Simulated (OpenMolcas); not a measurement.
# CH5FGeO (SMILES [CH3][GeH]([OH])[F]): levels of theory compared

Wanted: a comparison of 6 runs (HF/cc-pVDZ, B3LYP/6-31G*, BHLYP/cc-pVDZ, BLYP/cc-pVDZ, SVWN5/cc-pVDZ, revPBE/cc-pVDZ) of CH5FGeO. 

The calculation is run with OpenMolcas 26.06.

### Step 1. Starting point

The species is CH5FGeO (9 atoms), meant as a singlet with charge 0. SMILES: `[CH3][GeH]([OH])[F]`. The coordinates come from a PBE0-D4/def2-TZVP relaxation. This is one conformer, not always the lowest.

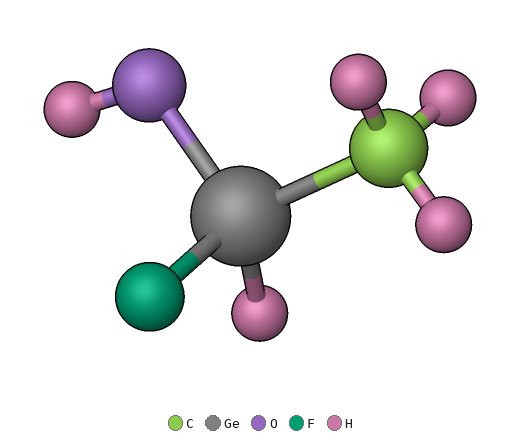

Viewed from a chosen angle; carbon green, germanium grey, oxygen purple, fluorine teal, hydrogen pink.

### Step 2. Energy and gradient at HF/cc-pVDZ (run 1)

Input file test.inp:

```
* CH5FGeO Hartree-Fock
>>> EXPORT MOLCAS_PRINT=2

&GATEWAY
  BASLIB = $CurrDir
  COORD
  9
  angstrom
  C       -0.669000       0.976900      -0.584200
  Ge       0.088300      -0.643700       0.121500
  O        1.270000      -0.170700       1.345500
  F        0.974400      -1.438600      -1.153800
  H        0.138900       1.624900      -0.924600
  H       -1.237900       1.493500       0.189700
  H       -1.327100       0.751300      -1.423500
  H       -0.865500      -1.725100       0.656800
  H        1.716500      -0.914700       1.755500
  BASIS = cc-pVDZ
  GROUP = NoSym

&SEWARD

&SCF
  THRESHOLDS = 1e-10 1e-07 1e-07 1e-05
  PRORBITALS = 1 1

&ALASKA
```

The basis set cc-pVDZ is read from a file made from the Basis Set Exchange's data (not shown).

On the command line:

```
$ export MOLCAS_MEM=1860
$ pymolcas test.inp > test.log
```

The log of the run:

```text
--- Start Module: gateway ---
[...]
--- Stop Module: gateway /rc=_RC_ALL_IS_WELL_ ---
[...]
      Basis functions           94
[...]
--- Start Module: scf ---
[...]
       Convergence after  13 Iterations
[...]
::    Total SCF energy                              -2290.4944795084
[...]
      Total spin, S                                     0.0000000000
[...]
      Total electronic charge=   60.000000
      Total            charge=   -0.000000
[...]
      Dipole Moment (debye):
      Origin of the operator (angstrom)=    0.2837   -0.5135    0.0145
                   X= -1.8146E+00               Y=  2.2063E-01               Z=  1.1569E+00           Total=  2.1633E+00
      Quadrupole Moment (debye*angstrom):
[...]
 *              Molecular gradients               *
 **************************************************
  Irreducible representation: a
 ------------------------------------------------------------------------------------------
                              X                       Y                       Z
 ------------------------------------------------------------------------------------------
  C1                1.40823393560385E-03   -4.18502086034778E-05    9.55054334002448E-04
  GE2               6.42805683277459E-04    7.20125793817417E-04   -2.26815410999581E-03
  O3               -5.24770159607613E-03    1.51127906930526E-02   -5.06248477005755E-03
  F4               -3.84246228858132E-04    5.03566011204271E-04   -1.33770280864809E-04
  H5               -3.35033503424675E-05   -3.81271208302891E-04    1.92118003717212E-04
  H6                2.60414285395250E-04   -3.89078697591305E-04    1.09807915515958E-05
  H7                4.85429978182683E-04   -7.76181339736434E-04    4.93287218574778E-04
  H8               -2.00324270761421E-03   -2.39738716709859E-03    1.03541913297578E-03
[...]
```

It took 18 s on 1 thread of Intel Xeon Platinum 8259CL at 2.50GHz (Skylake/Cascade Lake), shared host; peak memory 0.52 GiB.

### Step 3. Energy and forces at B3LYP/6-31G(d) (Cartesian functions) (run 2)

Input file job.inp:

```
* CH5FGeO Kohn-Sham DFT
&GATEWAY
BasLib = $CurrDir
BasisSet
C.6-31Gs....
C1 -0.669000 0.976900 -0.584200 angstrom
End of Basis
BasisSet
Ge.6-31Gs....
Ge2 0.088300 -0.643700 0.121500 angstrom
End of Basis
BasisSet
O.6-31Gs....
O3 1.270000 -0.170700 1.345500 angstrom
End of Basis
BasisSet
F.6-31Gs....
F4 0.974400 -1.438600 -1.153800 angstrom
End of Basis
BasisSet
H.6-31Gs....
H5 0.138900 1.624900 -0.924600 angstrom
H6 -1.237900 1.493500 0.189700 angstrom
H7 -1.327100 0.751300 -1.423500 angstrom
H8 -0.865500 -1.725100 0.656800 angstrom
H9 1.716500 -0.914700 1.755500 angstrom
End of Basis
&SEWARD
GridInput
Grid=UltraFine
End of Grid
&SCF
KSDFT = B3LYP
Thresholds = 1e-10 1e-07 1e-07 1e-05
PrOrbitals = 1 1
&ALASKA
```

The basis set 6-31G* is read from a file made from the Basis Set Exchange's data (not shown).

On the command line:

```
$ export MOLCAS_MEM=1860
$ pymolcas job.inp > job.log
```

The log of the run:

```text
--- Start Module: gateway ---
[...]
--- Stop Module: gateway /rc=_RC_ALL_IS_WELL_ ---
[...]
      Basis functions           90
[...]
--- Start Module: scf ---
[...]
       Convergence after  14 Iterations
[...]
::    Total KS-DFT energy                           -2293.0053140639
[...]
      Total spin, S                                     0.0000000000
[...]
      Total electronic charge=   60.000000
      Total            charge=   -0.000000
[...]
      Dipole Moment (debye):
      Origin of the operator (angstrom)=    0.2837   -0.5135    0.0145
                   X= -1.4955E+00               Y=  1.3836E-01               Z=  9.4598E-01           Total=  1.7750E+00
      Quadrupole Moment (debye*angstrom):
[...]
 *              Molecular gradients               *
 **************************************************
  Irreducible representation: a
 ------------------------------------------------------------------------------------------
                              X                       Y                       Z
 ------------------------------------------------------------------------------------------
  C1                1.91246493760389E-03   -3.03894909537661E-03    7.18397021735484E-04
  GE2               1.61242272690387E-03    3.88950530801413E-03    3.11516028476699E-03
  O3               -2.08828490729118E-03   -1.15846620343838E-02   -3.63992938002511E-03
  F4               -2.26917978218211E-03    2.68250858214003E-03    4.03242467575993E-03
  H5               -1.27000350452100E-03   -1.30291009098515E-03    5.62315602439245E-04
  H6                1.08919986868550E-03   -1.10410667811767E-03   -1.29277106576353E-03
  H7                1.28771610957346E-03    2.12198178516230E-04    1.54422222981276E-03
  H8                3.15239522098398E-03    2.35937427464350E-03   -1.70817849060434E-03
[...]
```

Wall time 52 s (1 thread of Intel Xeon Platinum 8259CL at 2.50GHz (Skylake/Cascade Lake), shared host); peak memory 0.49 GiB.

Runs 3 to 5 aren't shown in full; the table further down has their settings and results.

### Step 4. Energy and forces at revPBE/cc-pVDZ (run 6)

Input file calc.inp:

```
* CH5FGeO Kohn-Sham DFT

&gateway
 baslib=$CurrDir
 coord
 9
 angstrom
 C       -0.669000       0.976900      -0.584200
 Ge       0.088300      -0.643700       0.121500
 O        1.270000      -0.170700       1.345500
 F        0.974400      -1.438600      -1.153800
 H        0.138900       1.624900      -0.924600
 H       -1.237900       1.493500       0.189700
 H       -1.327100       0.751300      -1.423500
 H       -0.865500      -1.725100       0.656800
 H        1.716500      -0.914700       1.755500
 basis=cc-pVDZ
 group=NoSym

&seward
 gridinput
 Grid=UltraFine
 End of Grid

&scf
 ksdft=revPBE
 thresholds=1e-10 1e-07 1e-07 1e-05
 prorbitals=0

&alaska
```

The basis set cc-pVDZ is read from a file made from the Basis Set Exchange's data (not shown).

On the command line:

```
$ export MOLCAS_MEM=1860
$ pymolcas calc.inp > calc.log
```

The log of the run:

```text
--- Start Module: gateway ---
[...]
--- Stop Module: gateway /rc=_RC_ALL_IS_WELL_ ---
[...]
      Basis functions           94
[...]
--- Start Module: scf ---
[...]
       Convergence after  17 Iterations
[...]
::    Total KS-DFT energy                           -2292.9849845950
[...]
      Total spin, S                                     0.0000000000
[...]
      Total electronic charge=   60.000000
      Total            charge=   -0.000000
[...]
      Dipole Moment (debye):
      Origin of the operator (angstrom)=    0.2837   -0.5135    0.0145
                   X= -1.3107E+00               Y=  3.2775E-01               Z=  9.6210E-01           Total=  1.6586E+00
      Quadrupole Moment (debye*angstrom):
[...]
 *              Molecular gradients               *
 **************************************************
  Irreducible representation: a
 ------------------------------------------------------------------------------------------
                              X                       Y                       Z
 ------------------------------------------------------------------------------------------
  C1               -1.67005003037346E-04    9.02919288861881E-04   -1.36311555680368E-03
  GE2               1.76369784306445E-02    4.48322284358760E-04   -4.21099841755623E-03
  O3               -8.03231265076221E-03   -2.20276542708451E-02   -9.74545710315411E-03
  F4               -1.27938237727037E-02    1.21053015469812E-02    1.95671757010842E-02
  H5               -8.26606490638682E-03   -6.81368291029649E-03    3.57090596490073E-03
  H6                6.06852225197407E-03   -5.50320503023061E-03   -7.77958600410766E-03
  H7                6.80071595083387E-03    2.33169602785613E-03    8.57481460300757E-03
  H8                5.39025682820604E-03    4.68847763261504E-03   -2.32589029961039E-03
[...]
```

It took 67 s on 1 thread of Intel Xeon Platinum 8259CL at 2.50GHz (Skylake/Cascade Lake), shared host; peak memory 0.52 GiB.

### Step 5. Overview of the runs

| run | level | Cartesian functions | integration grid | energy (Eh) | dipole moment (D) | HOMO energy (eV) | LUMO energy (eV) | wall time |
| --- | --- | --- | --- | --- | --- | --- | --- | --- |
| 1 | HF/cc-pVDZ | no | – | -2290.494480 | 2.16 | -12.40 | 4.57 | 18 s |
| 2 | B3LYP/6-31G* (Cartesian functions) | yes | UltraFine | -2293.005314 | 1.77 | -8.34 | 0.72 | 52 s |
| 3 | BHLYP/cc-pVDZ | no | UltraFine | -2293.103793 | 1.99 | -10.18 | 2.03 | 56 s |
| 4 | BLYP/cc-pVDZ | no | UltraFine | -2293.217074 | 1.66 | -6.81 | 0.17 | 62 s |
| 5 | SVWN5/cc-pVDZ | no | UltraFine | -2288.501620 | 1.72 | -7.08 | -0.03 | 46 s |
| 6 | revPBE/cc-pVDZ | no | UltraFine | -2292.984985 | 1.66 | -6.90 | 0.24 | 67 s |

### Step 6. What came out

| quantity | value |
| --- | --- |
| run 6: total energy | -2292.98498 Eh |
| run 6: dipole moment | 1.66 D |
| run 6: HOMO energy | -6.90 eV |
| run 6: LUMO energy | 0.24 eV |
| run 6: HOMO–LUMO gap | 7.15 eV |
| run 6: largest force on an atom | 1.354 eV/Å |

The dipole moment (its size) runs from 1.66 D (BLYP/cc-pVDZ) to 2.16 D (HF/cc-pVDZ). The HOMO–LUMO gap runs from 6.97 eV (BLYP/cc-pVDZ) to 16.97 eV (HF/cc-pVDZ). Exact exchange widens orbital gaps. Totals of different functionals can't be ranked against each other. All runs together took 5 min, the longest 67 s.
